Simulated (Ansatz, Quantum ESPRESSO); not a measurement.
# Predicting the next point of a tunnelling series: vacuum gaps between two Al(111) faces

**Set-up.** Quantum ESPRESSO 7.5 (pw.x, pwcond.x), LDA, GBRV ultrasoft; geometry as built. T is the transmission per spin at the Fermi level, averaged over the mesh across the current, in a cell of 7.07 Å². The series steps the width of the vacuum gap.

| width (Å) | T |
| --- | --- |
| 5 | 0.0903 |
| 6 | 0.02 |
| 7 | 0.00236 |
| 8 | 0.000318 |

To predict: What is T at 9 Å?

**Fit.** In the tunnelling regime ln T falls linearly. The last two rows give a slope of ln(0.00236/0.000318)/(8 − 7) = 2.004 per Å, so T(9) ≈ 0.000318 × exp(−2.004 × 1) = 4.28e−5.

**The withheld run.** T = 3.91e−5; the estimate is 1.10 times that. The slope over the last interval is 2.096: the same within 8 %. Points of the mesh with over 2.5 times the mean carry 73 % of this T, so the value leans on the mesh. A second code, Ansatz 0.2.0, gives 3.42e−5.

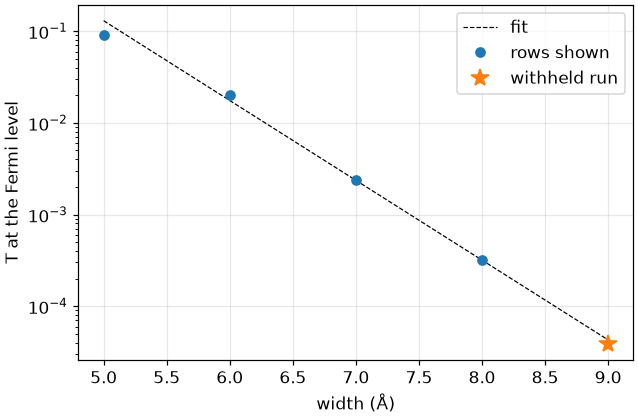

The rows shown, the fit and the withheld run.

**Limits.** Short leads, unrelaxed atoms, a barrier without the image potential and an untested mesh.
